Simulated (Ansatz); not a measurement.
```xyz
4

C     0.0000    0.0000   -0.8276
C     0.0000    0.0000    0.3910
Zn    0.0000    0.0000    2.3365
H     0.0000    0.0000   -1.9000
```

Geometry: PBE0-D3(BJ)/pcseg-1.

The calculation used isolated molecule in a Gaussian basis; Kohn-Sham density functional theory, functional PBE0 (Ansatz 0.2.0).

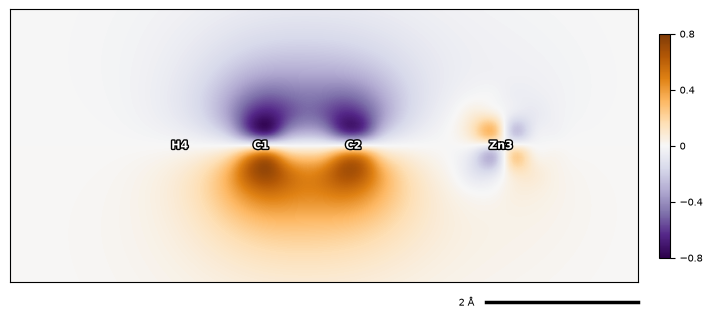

C₂HZn (SMILES C#[C][Zn]) (doublet). The HOMO (β) on a plane that holds the molecular axis (values in Å⁻³ᐟ²; the overall sign is arbitrary).

**Where does this orbital lie, and at what energy?**

Its weight (Hirshfeld) is mainly on C1 (about 50 %) and C2 (about 45 %); it vanishes on the molecular axis (π type); π-bonding across C1–C2. It is one of a degenerate set, so its orientation is arbitrary. Its energy is −7.81 eV.
